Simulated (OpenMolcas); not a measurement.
## Relativistic diatomic calculation for CoF⁺ (part 2 of 2)

The same run, continued: CoF⁺. Method: SA-CASSCF(13,9)/XMS-CASPT2 + RASSI spin-orbit (X2C scalar, AMFI), ANO-RCC-VTZP (OpenMolcas).

**Output (extracts), continued**
```
++ Dipole transition strengths (spin-free states):
     for osc. strength at least  1.00000000E-05
  ( Max oscillator strength is only    4.6178009760712467E-006 )
 Electric-quadrupole - electric-quadrupole not included
 Electric-dipole - electric-octupole not included
 Electric-dipole - magnetic-quadrupole not included
   Eigenvalues of complex Hamiltonian:
  (Shifted by EMIN (a.u.) =      -1491.9545870735)
 SO State       Relative EMIN(au)   Rel lowest level(eV)    D:o, cm**(-1)      Omega
     1            -0.0038449274        0.0000000000              0.0000         4.5
     2            -0.0038449274        0.0000000000              0.0000         4.5
     3            -0.0015884734        0.0614012428            495.2344         3.5
     4            -0.0015884734        0.0614012428            495.2344         3.5
     5             0.0007572484        0.1252315853           1010.0609         2.5
     6             0.0007572484        0.1252315853           1010.0609         2.5
     7             0.0032408291        0.1928132590           1555.1438         1.5
     8             0.0032408291        0.1928132590           1555.1438         1.5
     9             0.0042732878        0.2209078897           1781.7423         0.5
    10             0.0042732878        0.2209078897           1781.7423         0.5
    11             0.0050000971        0.2406853785           1941.2585         1.5
    12             0.0050000971        0.2406853785           1941.2585         1.5
    13             0.0085327416        0.3368135343           2716.5844         2.5
    14             0.0085327416        0.3368135343           2716.5844         2.5
    15             0.0098835798        0.3735717142           3013.0591         3.5
    16             0.0098835798        0.3735717142           3013.0591         3.5
    17             0.0102353617        0.3831441869           3090.2663         1.5
    18             0.0102353617        0.3831441869           3090.2663         1.5
    19             0.0111076002        0.4068790059           3281.7005         0.5
    20             0.0111076002        0.4068790059           3281.7005         0.5
    21             0.0131453881        0.4623300375           3728.9432         2.5
    22             0.0131453881        0.4623300375           3728.9432         2.5
    23             0.0134112537        0.4695646102           3787.2940         0.5
    24             0.0134112537        0.4695646102           3787.2940         0.5
    25             0.0149948286        0.5126558774           4134.8485         1.5
    26             0.0149948286        0.5126558774           4134.8485         1.5
    27             0.0159638963        0.5390255535           4347.5343         0.5
    28             0.0159638963        0.5390255535           4347.5343         0.5
    29             0.0557487469        1.6216264915          13079.2997         2.5
    30             0.0557487469        1.6216264915          13079.2997         2.5
    31             0.0583799563        1.6932253457          13656.7834         1.5
    32             0.0583799563        1.6932253457          13656.7834         1.5
    33             0.0624780259        1.8047395007          14556.2057         1.5
    34             0.0624780259        1.8047395007          14556.2057         1.5
    35             0.0636432841        1.8364477902          14811.9503         0.8
    36             0.0636432841        1.8364477902          14811.9503         0.8
    37             0.0678058297        1.9497164281          15725.5235         1.4
    38             0.0678058297        1.9497164281          15725.5235         1.4
    39             0.0684160989        1.9663226990          15859.4621         3.2
    40             0.0684160989        1.9663226990          15859.4621         3.2
    41             0.0725908672        2.0799239313          16775.7179         2.5
    42             0.0725908672        2.0799239313          16775.7179         2.5
    43             0.0728585091        2.0872068376          16834.4585         0.5
    44             0.0728585091        2.0872068376          16834.4585         0.5
    45             0.0758726325        2.1692253131          17495.9821         0.5
    46             0.0758726325        2.1692253131          17495.9821         0.5
    47             0.0765976739        2.1889546945          17655.1103         1.5
    48             0.0765976739        2.1889546945          17655.1103         1.5
    49             0.0793799666        2.2646647370          18265.7529         4.5
    50             0.0793799666        2.2646647370          18265.7529         4.5
    51             0.0829385313        2.3614982151          19046.7676         3.5
    52             0.0829385313        2.3614982151          19046.7676         3.5
    53             0.3692334951       10.1519810567          81881.2493         4.5
    54             0.3692334951       10.1519810567          81881.2493         4.5
    55             0.3702956423       10.1808835541          82114.3636         3.5
    56             0.3702956423       10.1808835541          82114.3636         3.5
    57             0.3713547376       10.2097030050          82346.8082         2.5
    58             0.3713547376       10.2097030050          82346.8082         2.5
    59             0.3724304081       10.2389734907          82582.8906         1.5
    60             0.3724304081       10.2389734907          82582.8906         1.5
    61             0.3734899260       10.2678044402          82815.4279         0.5
    62             0.3734899260       10.2678044402          82815.4279         0.5
    63             0.3745529182       10.2967299333          83048.7277         0.5
    64             0.3745529182       10.2967299333          83048.7277         0.5
 Weights of the five most important spin-orbit-free states for each spin-orbit state.
 SO State  Total energy (au)           Spin-free states, spin, and weights
    1        -0.003845       2 1.5  0.4990    1 1.5  0.4990   12 0.5  0.0010   13 0.5  0.0010    3 1.5  0.0000
    2        -0.003845       2 1.5  0.4990    1 1.5  0.4990   12 0.5  0.0010   13 0.5  0.0010    3 1.5  0.0000
    3        -0.001588       2 1.5  0.4875    1 1.5  0.4875    7 1.5  0.0120    6 1.5  0.0115   16 0.5  0.0004
    4        -0.001588       2 1.5  0.4875    1 1.5  0.4875    7 1.5  0.0120    6 1.5  0.0115   16 0.5  0.0004
    5         0.000757       1 1.5  0.4783    2 1.5  0.4783    7 1.5  0.0200    6 1.5  0.0185    3 1.5  0.0015
    6         0.000757       1 1.5  0.4783    2 1.5  0.4783    7 1.5  0.0200    6 1.5  0.0185    3 1.5  0.0015
    7         0.003241       1 1.5  0.4705    2 1.5  0.4705    7 1.5  0.0200    6 1.5  0.0190    5 1.5  0.0075
    8         0.003241       1 1.5  0.4705    2 1.5  0.4705    7 1.5  0.0200    6 1.5  0.0190    5 1.5  0.0075
    9         0.004273       5 1.5  0.7914    3 1.5  0.0996    4 1.5  0.0996    6 1.5  0.0033    7 1.5  0.0030
   10         0.004273       5 1.5  0.7914    3 1.5  0.0996    4 1.5  0.0996    6 1.5  0.0033    7 1.5  0.0030
   11         0.005000       5 1.5  0.7945    4 1.5  0.0854    3 1.5  0.0854    2 1.5  0.0106    1 1.5  0.0106
   12         0.005000       5 1.5  0.7945    4 1.5  0.0854    3 1.5  0.0854    2 1.5  0.0106    1 1.5  0.0106
   13         0.008533       4 1.5  0.3389    3 1.5  0.3389    6 1.5  0.1537    7 1.5  0.1398    2 1.5  0.0122
   14         0.008533       4 1.5  0.3389    3 1.5  0.3389    6 1.5  0.1537    7 1.5  0.1398    2 1.5  0.0122
   15         0.009884       6 1.5  0.4914    7 1.5  0.4819    1 1.5  0.0119    2 1.5  0.0119   17 0.5  0.0010
   16         0.009884       6 1.5  0.4914    7 1.5  0.4819    1 1.5  0.0119    2 1.5  0.0119   17 0.5  0.0010
   17         0.010235       4 1.5  0.2496    3 1.5  0.2496    5 1.5  0.1726    7 1.5  0.1559    6 1.5  0.1481
   18         0.010235       4 1.5  0.2496    3 1.5  0.2496    5 1.5  0.1726    7 1.5  0.1559    6 1.5  0.1481
   19         0.011108       3 1.5  0.3622    4 1.5  0.3622    7 1.5  0.1158    6 1.5  0.1054    5 1.5  0.0531
   20         0.011108       3 1.5  0.3622    4 1.5  0.3622    7 1.5  0.1158    6 1.5  0.1054    5 1.5  0.0531
   21         0.013145       7 1.5  0.3411    6 1.5  0.3266    3 1.5  0.1569    4 1.5  0.1569    2 1.5  0.0089
   22         0.013145       7 1.5  0.3411    6 1.5  0.3266    3 1.5  0.1569    4 1.5  0.1569    2 1.5  0.0089
   23         0.013411       4 1.5  0.3937    3 1.5  0.3937    5 1.5  0.1241    7 1.5  0.0442    6 1.5  0.0437
   24         0.013411       4 1.5  0.3937    3 1.5  0.3937    5 1.5  0.1241    7 1.5  0.0442    6 1.5  0.0437
   25         0.014995       6 1.5  0.3272    7 1.5  0.3173    3 1.5  0.1596    4 1.5  0.1596    5 1.5  0.0222
   26         0.014995       6 1.5  0.3272    7 1.5  0.3173    3 1.5  0.1596    4 1.5  0.1596    5 1.5  0.0222
   27         0.015964       6 1.5  0.3430    7 1.5  0.3415    4 1.5  0.1428    3 1.5  0.1428    5 1.5  0.0295
   28         0.015964       6 1.5  0.3430    7 1.5  0.3415    4 1.5  0.1428    3 1.5  0.1428    5 1.5  0.0295
   29         0.055749       9 0.5  0.4989    8 0.5  0.4954    3 1.5  0.0017    4 1.5  0.0017   17 0.5  0.0006
   30         0.055749       9 0.5  0.4989    8 0.5  0.4954    3 1.5  0.0017    4 1.5  0.0017   17 0.5  0.0006
   31         0.058380       8 0.5  0.3285    9 0.5  0.3189   14 0.5  0.1719   15 0.5  0.1719   18 0.5  0.0024
   32         0.058380       8 0.5  0.3285    9 0.5  0.3189   14 0.5  0.1719   15 0.5  0.1719   18 0.5  0.0024
   33         0.062478      15 0.5  0.3254   14 0.5  0.3254    9 0.5  0.1725    8 0.5  0.1659   18 0.5  0.0040
   34         0.062478      15 0.5  0.3254   14 0.5  0.3254    9 0.5  0.1725    8 0.5  0.1659   18 0.5  0.0040
   35         0.063643      14 0.5  0.4552   15 0.5  0.4552   11 0.5  0.0817   16 0.5  0.0031   17 0.5  0.0031
   36         0.063643      14 0.5  0.4552   15 0.5  0.4552   11 0.5  0.0817   16 0.5  0.0031   17 0.5  0.0031
   37         0.067806      10 0.5  0.6061   11 0.5  0.1513   17 0.5  0.0787   16 0.5  0.0787   19 0.5  0.0376
   38         0.067806      10 0.5  0.6061   11 0.5  0.1513   17 0.5  0.0787   16 0.5  0.0787   19 0.5  0.0376
   39         0.068416      16 0.5  0.4124   17 0.5  0.4124   10 0.5  0.1339   19 0.5  0.0125   18 0.5  0.0125
   40         0.068416      16 0.5  0.4124   17 0.5  0.4124   10 0.5  0.1339   19 0.5  0.0125   18 0.5  0.0125
   41         0.072591      17 0.5  0.4973   16 0.5  0.4973   15 0.5  0.0009   14 0.5  0.0009    9 0.5  0.0006
   42         0.072591      17 0.5  0.4973   16 0.5  0.4973   15 0.5  0.0009   14 0.5  0.0009    9 0.5  0.0006
   43         0.072859      11 0.5  0.7629   10 0.5  0.1437   14 0.5  0.0356   15 0.5  0.0356   19 0.5  0.0072
   44         0.072859      11 0.5  0.7629   10 0.5  0.1437   14 0.5  0.0356   15 0.5  0.0356   19 0.5  0.0072
   45         0.075873      18 0.5  0.4420   19 0.5  0.4420   10 0.5  0.1139    3 1.5  0.0004    4 1.5  0.0004
   46         0.075873      18 0.5  0.4420   19 0.5  0.4420   10 0.5  0.1139    3 1.5  0.0004    4 1.5  0.0004
   47         0.076598      19 0.5  0.4926   18 0.5  0.4926    8 0.5  0.0060    9 0.5  0.0055    4 1.5  0.0006
   48         0.076598      19 0.5  0.4926   18 0.5  0.4926    8 0.5  0.0060    9 0.5  0.0055    4 1.5  0.0006
   49         0.079380      12 0.5  0.4997   13 0.5  0.4984    1 1.5  0.0010    2 1.5  0.0010   19 0.5  0.0000
   50         0.079380      12 0.5  0.4997   13 0.5  0.4984    1 1.5  0.0010    2 1.5  0.0010   19 0.5  0.0000
   51         0.082939      13 0.5  0.4999   12 0.5  0.4986   17 0.5  0.0005   16 0.5  0.0005    2 1.5  0.0003
   52         0.082939      13 0.5  0.4999   12 0.5  0.4986   17 0.5  0.0005   16 0.5  0.0005    2 1.5  0.0003
   53         0.369233      20 2.5  0.5152   21 2.5  0.4848    1 1.5  0.0000    2 1.5  0.0000    4 1.5  0.0000
   54         0.369233      20 2.5  0.5152   21 2.5  0.4848    1 1.5  0.0000    2 1.5  0.0000    4 1.5  0.0000
   55         0.370296      20 2.5  0.5254   21 2.5
```

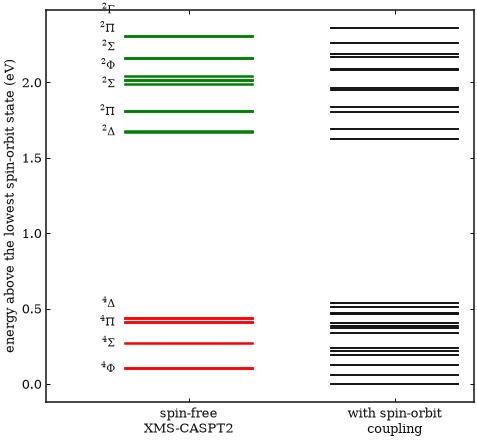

*States up to 3.5 eV at 1.698 Å, without spin-orbit coupling (left, a colour for each spin multiplicity) and with it (right, where close levels merge).*

The spin-free states run ⁴Φ (0.00 eV), ⁴Σ (0.17 eV), ⁴Π (0.31 eV), ⁴Δ (0.33 eV), ²Δ (1.57 eV), ²Π (1.70 eV) from the lowest. The lowest spin-orbit levels have |Ω| = 9/2 (0 cm⁻¹), 7/2 (495 cm⁻¹), 5/2 (1,010 cm⁻¹), 3/2 (1,555 cm⁻¹), 1/2 (1,782 cm⁻¹).

**Summary**

- outcome: converged; components of a degenerate state are split by 36 cm⁻¹
- lowest spin-free state: ⁴Φ
- lowest spin-orbit level: Ω = 9/2, −1491.95843 hartree
- next level: Ω = 7/2, 495 cm⁻¹
- hardware: 1 thread of Arm Neoverse V2, 24 GiB of memory available, shared host
- wall time: 69 s
- peak memory: 0.21 GiB

**Notes**

Caveats: the two components of ⁶Δ at 10.12 eV, degenerate in CASSCF as they must be, are split by 36 cm⁻¹ in XMS-CASPT2, an artefact that passes into its spin-orbit levels; some states lack their degenerate partner or have no clean Λ, as happens where the state averages cut through terms; 6 of the 64 spin-orbit states have no clean Ω, so their splittings aren't to be trusted.
